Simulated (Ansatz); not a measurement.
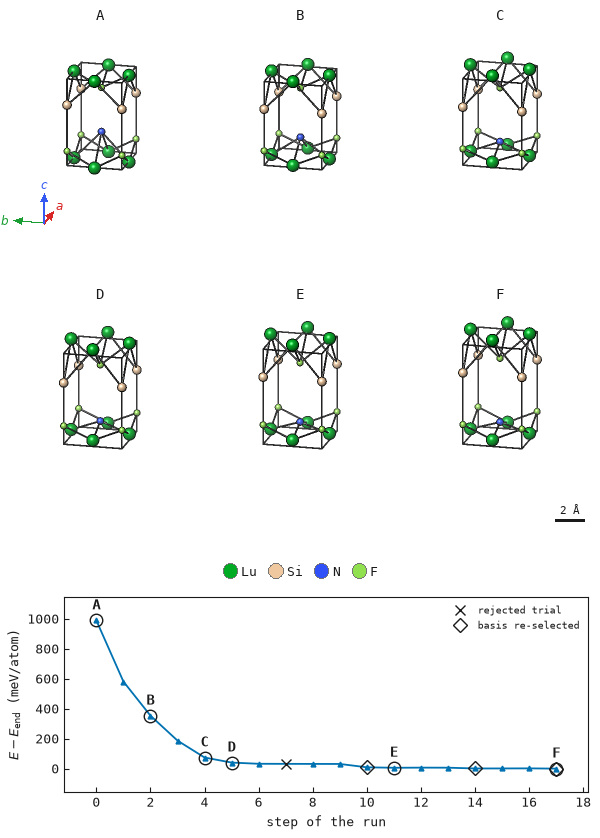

Frames of a relaxation of solid Lu₂SiNF₂ (a generated structure, set up in P4mm) (coarse preliminary run), marked on the history of the run. A ball-and-stick model of the cell of the calculation, seen from a free direction.

All numbers below come from DFT PBE, scalar-relativistic, plane waves, PAW in Ansatz.

The input:
```yaml
crystal:
  lattice:
    - [3.96709969, 0.0, 0.0]
    - [0.0, 3.96709969, 0.0]
    - [0.0, 0.0, 6.35626848]
  atoms:
    - { symbol: Lu, position: [0.5, 0.0, 0.99462003] }
    - { symbol: Lu, position: [0.0, 0.5, 0.99462003] }
    - { symbol: Si, position: [0.0, 0.0, 0.69730401] }
    - { symbol: "N", position: [0.5, 0.5, 0.320324] }
    - { symbol: F, position: [0.5, 0.5, 0.82874799] }
    - { symbol: F, position: [0.0, 0.0, 0.16438399] }
basis:
  ecutwfc: 420
kpoints:
  mp_grid: { grid: [4, 4, 4] }
hamiltonian:
  xc: pbe
scf:
  occupations: { method: gaussian, width: 0.1 }
  lower_state_search: "off"
output:
  forces: true
  stress: true
  eigenvalues: true
relax:
  adjacent_minimum: "off"
  f_tol: 0.04
  max_steps: 70
  cell: { stress_tol: 0.4 }
```

Run as
```bash
ansatz run input.yaml --threads 1 --pin off --max-ram 2560MiB --backend cpu --events-out ev --progress --plain --runs-dir out
```

Question: What happens along the run?

Answer: After 13 accepted moves (17 points after the start) the energy has fallen by 989 meV per atom. The largest force component goes from 3 to 0.037 eV/Å. Pressure: 14.54 GPa at the start and 0.04 GPa at the end. The line search rejected the trial step at point 7 of the run. At 3 points the geometry stayed and the basis and grid were re-selected for the new cell (energy shift of 22.3 meV per atom at most each time). The atom that moves furthest relative to the cell is N4 (1.20 Å along −c). By element the largest moves are N 1.20 Å, Lu 0.52 Å, F 0.24 Å, Si 0.15 Å. Cell: a = b 3.967 → 4.263 Å (+7.5 %), c 6.356 → 7.297 Å (+14.8 %). Volume +32.6 %. Near-neighbour distances that change, for instance: Lu1–F5 2.246 → 2.898 Å, Lu1–N4 2.867 → 2.230 Å, Lu1–Si3 2.740 → 3.321 Å, Lu1–Lu2 2.805 → 3.014 Å. Among the angles between lasting bonds that change: Lu1–N4–Lu1 87.5° → 145.9°, Lu1–F5–Lu1 124.0° → 94.7°, Lu1–N4–Lu2 58.6° → 85.1°. The space group stays P4mm (No. 99). From step 0 to 2: N4 moves most (0.38 Å), volume +7.0 %, energy −636 meV per atom. From step 2 to 4: N4 moves most (0.39 Å), volume +7.9 %, energy −279 meV per atom. From step 4 to 5: F5 moves most (0.11 Å), volume +2.1 %, energy −33.8 meV per atom. From step 5 to 11: Si3 moves most (0.21 Å), volume +6.7 %, energy −34.7 meV per atom. From step 11 to 17: Si3 moves most (0.08 Å), volume +5.5 %, energy −5.7 meV per atom.

```
step  E − E(0), meV/atom  largest force component, eV/Å  pressure, GPa  volume, Å³/atom                      note
   0                0.00                         2.9830          14.54           16.672                          
   1             -407.80                         3.5937           5.14           17.590                          
   2             -635.58                         3.1955           3.42           17.833                          
   3             -802.05                         1.6229           3.50           18.027                          
   4             -914.92                         0.7914           0.11           19.239                          
   5             -948.71                         0.3540           0.47           19.637                          
   6             -956.80                         0.1533           0.57           19.955                          
   7             -955.98                         0.2588          -0.73           20.207                  rejected
   8             -957.69                         0.0906           0.05           20.017                          
   9             -957.95                         0.0076          -0.03           20.049                          
  10             -980.26                         0.0154           1.58           20.049  same geometry, new basis
  11             -983.41                         0.1169           0.46           20.957                          
  12             -982.50                         0.0540           0.02           21.548                          
  13             -982.88                         0.0070           0.03           21.467                          
  14             -988.09                         0.0063           0.16           21.467  same geometry, new basis
  15             -987.92                         0.0589          -0.03           21.843                          
  16             -987.43                         0.0379          -0.01           22.103                          
  17             -989.10                         0.0371           0.04           22.103  same geometry, new basis
```

Limits of the set-up: the k-point mesh is coarse for a cell with partly filled bands.
